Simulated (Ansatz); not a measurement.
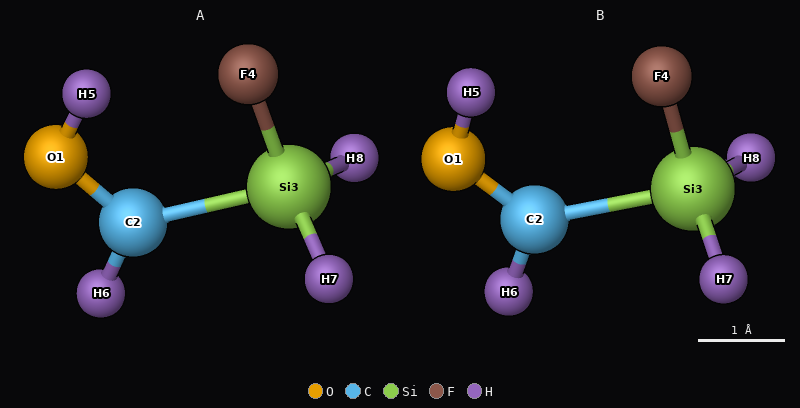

Two geometries of CH$_{4}$FOSi (charge +1), drawn at one scale. One is the start of a relaxation, the other its converged end. Style: ball-and-stick. Shown at a tilt.

Level of theory: RKS PBE0/def2-SVP (Ansatz 0.2.0). Settings: no spin polarisation; force threshold 0.015 eV/Å; at most 40 steps.

### Which geometry has the lower energy?

Structure A is the relaxed one. The run prepares an end point of a later path (torsion) calculation, from a guessed geometry. The atom that moves furthest after the best rigid fit is H5 (0.18 Å). Largest moves by element: H 0.18 Å, F 0.16 Å, Si 0.06 Å, C 0.05 Å, O 0.04 Å. Among the contacts that change: Si3–H7 1.447 → 1.476 Å, Si3–F4 1.604 → 1.630 Å, O1–C2 1.240 → 1.252 Å, C2–H6 1.095 → 1.105 Å. Bond angles that change, for instance: H7–Si3–H8 127.0° → 119.7°, Si3–C2–H6 123.5° → 129.7°, O1–C2–Si3 123.2° → 117.2°. After 7 geometry steps the energy has fallen by 10.8 kJ/mol. Largest force component: 0.8 eV/Å at the start, 0.0048 eV/Å at the end.
